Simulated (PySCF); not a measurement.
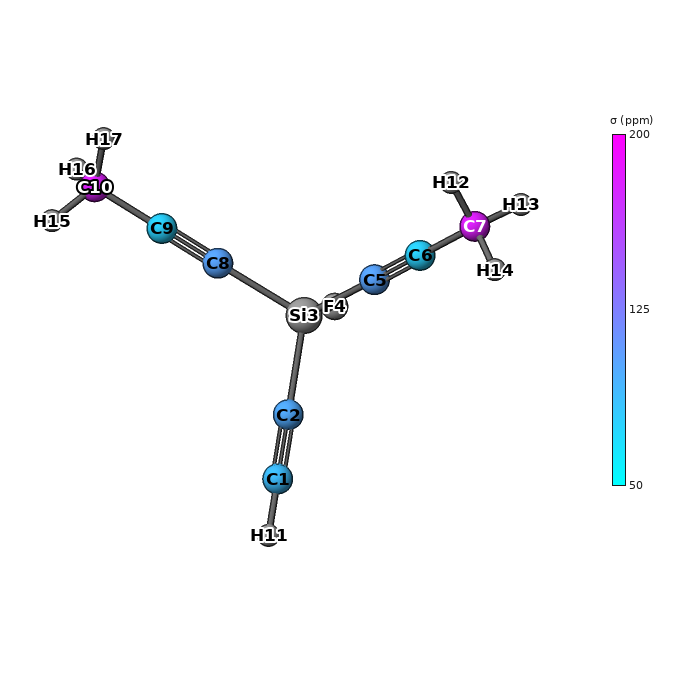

Atoms are coloured by their isotropic NMR shieldings (C only, the others grey). The geometry was computed by an optimisation with GFN2-xTB. No frequency run is at hand to confirm it as a minimum. Level of theory: GIAO PBE0/pcSseg-1 NMR shielding, non-relativistic, gas phase (PySCF 2.14.0).

### Which C atom is the most shielded (lowest chemical shift)?

C7, C10 (181.2 ppm).

### Which C atom is the least shielded (highest chemical shift)?

C6, C9 (76.3 ppm).

### How wide is the range of C shifts?

104.9 ppm.

List the isotropic NMR shieldings of the C atoms.

| atom | σ (ppm) |
| --- | --- |
| C1 | 87.6 |
| C2 | 98.9 |
| C5 | 102.9 |
| C6 | 76.3 |
| C7 | 181.2 |
| C8 | 102.8 |
| C9 | 76.3 |
| C10 | 181.2 |

The geometry is semi-empirical. Around Si such bond lengths and angles can be off by a tenth of an ångström or more and by several degrees, and values that hang on the shape move with them.
